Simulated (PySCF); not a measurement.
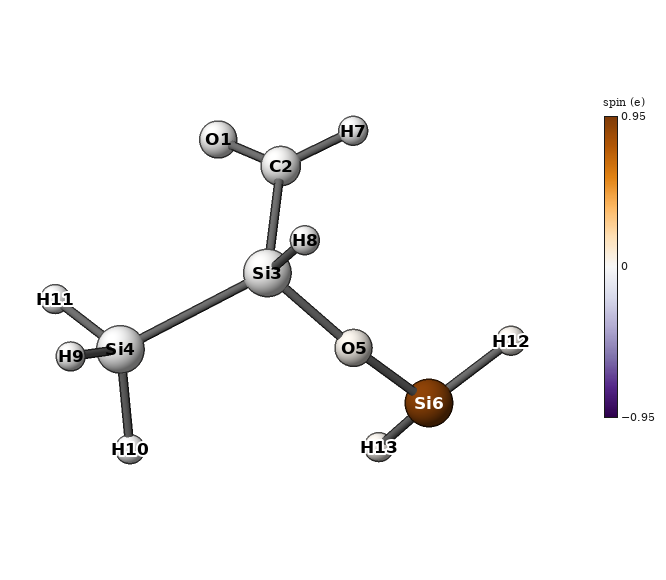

Atoms are coloured by their Mulliken spin populations. The species is neutral and a spin doublet. Computed geometry: GFN2-xTB optimisation. No frequency run is at hand to confirm it as a minimum. Level of theory: UKS B3LYP, pcH-1 on C H O Si, non-relativistic (PySCF 2.14.0).

Give the Mulliken spin populations atom by atom.

```
atom  value (e)
  O1       0.00
  C2       0.01
 Si3       0.00
 Si4       0.00
  O5       0.04
 Si6       0.90
  H7       0.00
  H8       0.00
  H9       0.00
 H10       0.00
 H11       0.00
 H12       0.02
 H13       0.02
```

Mulliken values depend strongly on the basis set. The geometry is semi-empirical. Around Si such bond lengths and angles can be off by a tenth of an ångström or more and by several degrees, and values that hang on the shape move with them.
